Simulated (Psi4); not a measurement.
Frequency calculation of S₂ (part 1 of 4)

S₂ (sulfur dimer), multiplicity 3, computed with M11-L/pcseg-1, UKS (Psi4 1.11).

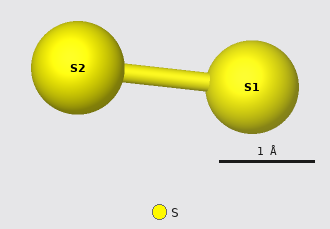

**Figure 1.** The structure as given in the input (ball-and-stick view, seen at a tilt; atoms are numbered from 1 in the order of the input). Bond lengths as drawn: S–S 1.89 Å.

**Summary**

- outcome: converged
- total energy: −796.155388 hartree
- basis functions: 36
- ⟨S²⟩: 2.003
- zero-point energy: 0.001684 hartree
- dipole moment: 0.00 D
- wavenumbers, lowest and highest: 739 cm⁻¹
- hardware: 1 thread of Intel Xeon (Granite Rapids), 192 GiB of memory available, shared host
- wall time: 13 s
- peak memory: 0.31 GiB

The record of the run, not the program, notes: frequencies away from a stationary point.

**Input (job.dat)**
```
memory 1.6 GB

molecule {
  0 3
  S      0.00000000     0.00000000     0.00000000
  S      0.00000000     0.00000000     3.57007059
  units au
}

set {
  basis pcseg-1
  reference uks
  scf_type df
  rotational_symmetry_number 2
}

e_tot, wfn = frequencies("m11-l", return_wfn=True)
```

Run as:
```bash
psi4 -n 1 job.dat job.out
```

**What the program printed**
```
Psi4 1.11 release

         ----------------------------------------------------------
                                   FINDIF
         ----------------------------------------------------------

  Using finite-differences of gradients to determine vibrational frequencies and
  normal modes. Resulting frequencies are only valid at stationary points.
    Generating geometries for use with 3-point formula.
    Displacement size will be 5.00e-03.
    Number of atoms is 2.
    Number of irreps is 8.
    Number of SALCs is 3.
    Translations projected? 1. Rotations projected? 0.
    Index of SALCs per irrep:
      1 :  0
      2 :
      3 :  1
      4 :  2
      5 :
      6 :
      7 :
      8 :
    Number of SALCs per irrep:
      Irrep 1: 1
      Irrep 2: 0
      Irrep 3: 1
      Irrep 4: 1
      Irrep 5: 0
      Irrep 6: 0
      Irrep 7: 0
      Irrep 8: 0
    Number of geometries (including reference) is 5.
    Number of displacements per irrep:
      Irrep 1: 2
      Irrep 2: 0
      Irrep 3: 1
      Irrep 4: 1
      Irrep 5: 0
      Irrep 6: 0
      Irrep 7: 0
      Irrep 8: 0
 5 displacements needed ...

  //>>>>>>>>>>>>>>>>>>>>>>>>>>>>>>>>>>>//
  //    FiniteDifference Computations  //
  //<<<<<<<<<<<<<<<<<<<<<<<<<<<<<<<<<<<//

    -----------------------------------------------------------------------
                               Psi4 1.11 release

    h
    h
    h

    -----------------------------------------------------------------------

    Memory:     1.5 GiB
    Threads:    1
                ecpint, einsums, f̶o̶r̶t̶e̶, gauxc, gcp, g̶d̶m̶a̶, geometric, g̶p̶u̶_̶d̶f̶c̶c̶,
                i̶n̶t̶e̶g̶r̶a̶t̶o̶r̶x̶x̶, i̶p̶i̶, libefp, m̶d̶i̶, m̶p̶2̶d̶, m̶r̶c̶c̶, ooo,
                o̶p̶e̶n̶f̶e̶r̶m̶i̶o̶n̶p̶s̶i̶4̶, pcmsolver, p̶s̶i̶4̶f̶o̶c̶k̶c̶i̶, p̶s̶i̶x̶a̶s̶,
                p̶y̶e̶i̶n̶s̶u̶m̶s̶, r̶e̶s̶p̶, s̶i̶m̶i̶n̶t̶, s̶n̶s̶m̶p̶2̶,
                v̶2̶r̶d̶m̶_̶c̶a̶s̶s̶c̶f̶

gradient() will perform analytic gradient computation.

   => Loading Basis Set <=

    Name: PCSEG-1
    Role: ORBITAL
    Keyword: BASIS

         ---------------------------------------------------------
                                   SCF
                              UKS Reference
                        1 Threads,   1525 MiB Core
         ---------------------------------------------------------

  ==> Geometry <==

    Molecular point group: d2h
    Full point group: D_inf_h

    Geometry (in Bohr), charge = 0, multiplicity = 3:

       Center              X                  Y                   Z               Mass
    ------------   -----------------  -----------------  -----------------  -----------------
         S            0.000000000000     0.000000000000    -1.785035295000    31.972071174400
         S            0.000000000000     0.000000000000     1.785035295000    31.972071174400

  Running in d2h symmetry.

  Rotational constants: A = ************  B =      0.29546  C =      0.29546 [cm^-1]
  Rotational constants: A = ************  B =   8857.69152  C =   8857.69152 [MHz]
  Nuclear repulsion =   71.707265597793125

  Charge       = 0
  Multiplicity = 3
  Electrons    = 32
  Nalpha       = 17
  Nbeta        = 15

  ==> Algorithm <==

  SCF Algorithm Type is DF.
  DIIS enabled.
  MOM disabled.
  Fractional occupation disabled.
  Guess Type is SAD.
  Energy threshold   = 1.00e-08
  Density threshold  = 1.00e-08
  Integral threshold = 1.00e-12

  ==> Primary Basis <==

  Basis Set: PCSEG-1
    Blend: PCSEG-1
    Number of shells: 16
    Number of basis functions: 36
    Number of Cartesian functions: 38
    Spherical Harmonics?: true
    Max angular momentum: 2

  ==> DFT Potential <==

   => LibXC <=

    Version 7.1.2

   => Composite Functional: M11-L <=

    M11-L Meta-GGA XC Functional

    Deriv               =              1
    GGA                 =           TRUE
    Meta                =           TRUE

    Exchange Hybrid     =          FALSE
    MP2 Hybrid          =          FALSE

   => Exchange Functionals <=

    1.0000   XC_MGGA_X_M11_L

   => Correlation Functionals <=

    1.0000   XC_MGGA_C_M11_L

   => LibXC Density Thresholds  <==

    XC_MGGA_C_M11_L:  1.00E-15
    XC_MGGA_X_M11_L:  1.00E-13

   => Molecular Quadrature <=

    Radial Scheme          =       TREUTLER
    Pruning Scheme         =           NONE
    Nuclear Scheme         =       TREUTLER

    Blocking Scheme        =         OCTREE
    BS radius alpha        =              1
    Pruning alpha          =              1
    Radial Points          =             75
    Spherical Points       =            302
    Total Points           =          41378
    Total Blocks           =            372
    Max Points             =            256
    Max Functions          =             35
    Weights Tolerance      =       1.00E-15

   => Loading Basis Set <=

    Name: (PCSEG-1 AUX)
    Role: JKFIT
    Keyword: DF_BASIS_SCF

  ==> Integral Setup <==

  DFHelper Memory: AOs need 0.003 GiB; user supplied 1.021 GiB.
  SCF_SUBTYPE=INCORE selected. In-core MEM_DF algorithm will be used.
  Using in-core AOs.

  ==> MemDFJK: Density-Fitted J/K Matrices <==

    J tasked:                   Yes
    K tasked:                    No
    wK tasked:                   No
    Memory [MiB]:              1045
    Algorithm:                 Core
    Schwarz Cutoff:           1E-12
    Mask sparsity (%):       0.1543
    Fitting Condition:        1E-10

   => Auxiliary Basis Set <=

  Basis Set: (PCSEG-1 AUX)
    Blend: DEF2-UNIVERSAL-JKFIT
    Number of shells: 76
    Number of basis functions: 256
    Number of Cartesian functions: 310
    Spherical Harmonics?: true
    Max angular momentum: 4

  Cached 100.0% of DFT collocation blocks in 0.097 [GiB].

  Minimum eigenvalue in the overlap matrix is 3.0969929908E-02.
  Reciprocal condition number of the overlap matrix is 1.0509813801E-02.
    Using symmetric orthogonalization.

  ==> Pre-Iterations <==

  SCF Guess: Superposition of Atomic Densities via on-the-fly atomic UHF (no occupation information).

   -------------------------
    Irrep   Nso     Nmo
   -------------------------
     Ag         9       9
     B1g        1       1
     B2g        4       4
     B3g        4       4
     Au         1       1
     B1u        9       9
     B2u        4       4
     B3u        4       4
   -------------------------
    Total      36      36
   -------------------------

  ==> Iterations <==

                           Total Energy        Delta E     RMS |[F,P]|

   @DF-UKS iter SAD:  -795.99352056768203   -7.95994e+02   0.00000e+00
   @DF-UKS iter   1:  -796.12437405414903   -1.30853e-01   1.35232e-02 DIIS/ADIIS
   @DF-UKS iter   2:  -796.13184561141725   -7.47156e-03   1.20675e-02 DIIS/ADIIS
   @DF-UKS iter   3:  -796.15518973360884   -2.33441e-02   1.15168e-03 DIIS/ADIIS
   @DF-UKS iter   4:  -796.15538499741524   -1.95264e-04   1.13755e-04 DIIS/ADIIS
   @DF-UKS iter   5:  -796.15538783755107   -2.84014e-06   1.51805e-05 DIIS
   @DF-UKS iter   6:  -796.15538789716629   -5.96152e-08   1.86795e-06 DIIS
   @DF-UKS iter   7:  -796.15538789829384   -1.12755e-09   6.38012e-08 DIIS
   @DF-UKS iter   8:  -796.15538789829498   -1.13687e-12   4.12552e-09 DIIS
  Energy and wave function converged.

  ==> Post-Iterations <==

   Electrons on quadrature grid:
      Nalpha   =   17.0000012364 ; deviation = 1.236e-06
      Nbeta    =   15.0000007963 ; deviation = 7.963e-07
      Ntotal   =   32.0000020327 ; deviation = 2.033e-06

   @Spin Contamination Metric:   3.357572133E-03
   @S^2 Expected:                2.000000000E+00
   @S^2 Observed:                2.003357572E+00
   @S   Expected:                1.000000000E+00
   @S   Observed:                1.000000000E+00

    Orbital Energies [Eh]
    ---------------------

    Alpha Occupied:

       1B1u  -89.338278     1Ag   -89.338278     2B1u   -8.375416
       2Ag    -8.375217     1B2u   -5.924638     1B3u   -5.924638
       1B3g   -5.924575     1B2g   -5.924575     3Ag    -5.923829
       3B1u   -5.923043     4Ag    -0.843327     4B1u   -0.626427
       5Ag    -0.397289     2B2u   -0.357223     2B3u   -0.357223
       2B2g   -0.225658     2B3g   -0.225658

    Alpha Virtual:

       5B1u   -0.051761     6Ag     0.162137     3B3u    0.218432
       3B2u    0.218432     6B1u    0.225698     7Ag     0.249637
       3B3g    0.263136     3B2g    0.263136     4B2u    0.395975
       4B3u    0.395975     7B1u    0.474784     8Ag     0.502689
       1B1g    0.502735     1Au     0.592317     8B1u    0.592322
       9Ag     0.654057     4B3g    0.813195     4B2g    0.813195
       9B1u    1.156967

    Beta Occupied:

       1B1u  -89.335430     1Ag   -89.335430     2B1u   -8.370655
       2Ag    -8.370468     3Ag    -5.922554     3B1u   -5.921766
       1B2u   -5.912201     1B3u   -5.912201     1B3g   -5.912143
       1B2g   -5.912143     4Ag    -0.812494     4B1u   -0.573175
       5Ag    -0.352521     2B2u   -0.320929     2B3u   -0.320929

    Beta Virtual:

       2B2g   -0.179805     2B3g   -0.179805     5B1u   -0.024796
       6Ag     0.159644     6B1u    0.242910     3B3u    0.246069
       3B2u    0.246069     7Ag     0.265405     3B3g    0.303488
       3B2g    0.303488     4B2u    0.444928     4B3u    0.444928
       7B1u    0.507520     8Ag     0.582068     1B1g    0.582102
       1Au     0.675118     8B1u    0.675119     9Ag     0.681559
       4B3g    0.855443     4B2g    0.855443     9B1u    1.190939

    Final Occupation by Irrep:
             Ag   B1g   B2g   B3g    Au   B1u   B2u   B3u
    DOCC [     5,    0,    1,    1,    0,    4,    2,    2 ]
    SOCC [     0,    0,    1,    1,    0,    0,    0,    0 ]
    NA   [     5,    0,    2,    2,    0,    4,    2,    2 ]
    NB   [     5,    0,    1,    1,    0,    4,    2,    2 ]

  @DF-UKS Final Energy:  -796.15538789829498

   => Energetics <=

    Nuclear Repulsion Energy =             71.7072655977931248
    One-Electron Energy =               -1242.8450278769380475
    Two-Electron Energy =                 426.2296047681211348
    DFT Exchange-Correlation Energy =     -51.2472303872711592
    Empirical Dispersion Energy =           0.0000000000000000
    VV10 Nonlocal Energy =                  0.0000000000000000
    Total Energy =                       -796.1553878982949755

  UHF NO Occupations:
  HONO-2 :    2B3u 1.9994518
  HONO-1 :    2B3g 1.0000000
  HONO-0 :    2B2g 1.0000000
  LUNO+0 :    3B3u 0.0005482
  LUNO+1 :    3B2u 0.0005482
  LUNO+2 :    6 Ag 0.0002432
  LUNO+3 :    5B1u 0.0001970

Computation Completed

Properties will be evaluated at   0.000000,   0.000000,   0.000000 [a0]

Properties computed using the SCF density matrix

 Multipole Moments:

 ------------------------------------------------------------------------------------
     Multipole            Electronic (a.u.)      Nuclear  (a.u.)        Total (a.u.)
 ------------------------------------------------------------------------------------

 L = 1.  Multiply by 2.5417464519 to convert [e a0] to [Debye]
 Dipole X            :          0.0000000            0.0000000            0.0000000
 Dipole Y            :          0.0000000            0.0000000            0.0000000
 Dipole Z            :          0.0000000            0.0000000            0.0000000
 Magnitude           :                                                    0.0000000

 ------------------------------------------------------------------------------------

	total time  =          2 seconds =       0.03 minutes

         ------------------------------------------------------------
                                   SCF GRAD
         ------------------------------------------------------------

  ==> Geometry <==

    Molecular point group: d2h
    Full point group: D_inf_h

    Geometry (in Bohr), charge = 0, multiplicity = 3:

       Center              X                  Y                   Z               Mass
    ------------   -----------------  -----------------  -----------------  -----------------
         S            0.000000000000     0.000000000000    -1.785035295000    31.972071174400
         S            0.000000000000     0.000000000000     1.785035295000    31.972071174400

  Nuclear repulsion =   71.707265597793125

  ==> Basis Set <==

  Basis Set: PCSEG-1
    Blend: PCSEG-1
    Number of shells: 16
    Number of basis functions: 36
    Number of Cartesian functions: 38
    Spherical Harmonics?: true
    Max angular momentum: 2

  ==> DFJKGrad: Density-Fitted SCF Gradients <==

    Gradient:                    1
    J tasked:                  Yes
    K tasked:                   No
    wK tasked:                  No
    Integrals threads:           1
    Memory [MiB]:             1144
    Schwarz Cutoff:          1E-12
    Fitting Condition:       1E-10

   => Auxiliary Basis Set <=

  Basis Set: (PCSEG-1 AUX)
    Blend: DEF2-UNIVERSAL-JKFIT
    Number of shells: 76
    Number of basis functions: 256
    Number of Cartesian functions: 310
    Spherical Harmonics?: true
    Max angular momentum: 4

   => Molecular Quadrature <=

    Radial Scheme          =       TREUTLER
    Pruning Scheme         =           NONE
    Nuclear Scheme         =       TREUTLER

    Blocking Scheme        =         OCTREE
    BS radius alpha        =              1
    Pruning alpha          =              1
    Radial Points          =             75
    Spherical Points       =            302
    Total Points           =          41378
    Total Blocks           =            372
    Max Points             =            256
    Max Functions          =             35
    Weights Tolerance      =       1.00E-15

  -Total Gradient:
     Atom            X                  Y                   Z
    ------   -----------------  -----------------  -----------------
       1       -0.000000000000     0.000000000000     0.004330583631
       2       -0.000000000000     0.000000000000    -0.004330583631

	total time  =          0 seconds =       0.00 minutes

    Psi4 run time: 0:00:02.22

    -----------------------------------------------------------------------
                               Psi4 1.11 release

    h
    h
    h

    -----------------------------------------------------------------------

    Memory:     1.5 GiB
    Threads:    1
                ecpint, einsums, f̶o̶r̶t̶e̶, gauxc, gcp, g̶d̶m̶a̶, geometric, g̶p̶u̶_̶d̶f̶c̶c̶,
                i̶n̶t̶e̶g̶r̶a̶t̶o̶r̶x̶x̶, i̶p̶i̶, libefp, m̶d̶i̶, m̶p̶2̶d̶, m̶r̶c̶c̶, ooo,
                o̶p̶e̶n̶f̶e̶r̶m̶i̶o̶n̶p̶s̶i̶4̶, pcmsolver, p̶s̶i̶4̶f̶o̶c̶k̶c̶i̶, p̶s̶i̶x̶a̶s̶,
                p̶y̶e̶i̶n̶s̶u̶m̶s̶, r̶e̶s̶p̶, s̶i̶m̶i̶n̶t̶, s̶n̶s̶m̶p̶2̶,
                v̶2̶r̶d̶m̶_̶c̶a̶s̶s̶c̶f̶

gradient() will perform analytic gradient computation.

  ==> Geometry <==

    Molecular point group: d2h
    Full point group: D_inf_h

    Geometry (in Bohr), charge = 0, multiplicity = 3:

       Center              X                  Y                   Z               Mass
    ------------   -----------------  -----------------  -----------------  -----------------
         S            0.000000000000     0.000000000000    -1.785660567921    31.972071174400
         S            0.000000000000     0.000000000000     1.785660567921    31.972071174400

  Running in d2h symmetry.

  Rotational constants: A = ************  B =      0.29525  C =      0.29525 [cm^-1]
  Rotational constants: A = ************  B =   8851.48933  C =   8851.48933 [MHz]
  Nuclear repulsion =   71.682156340059649
```
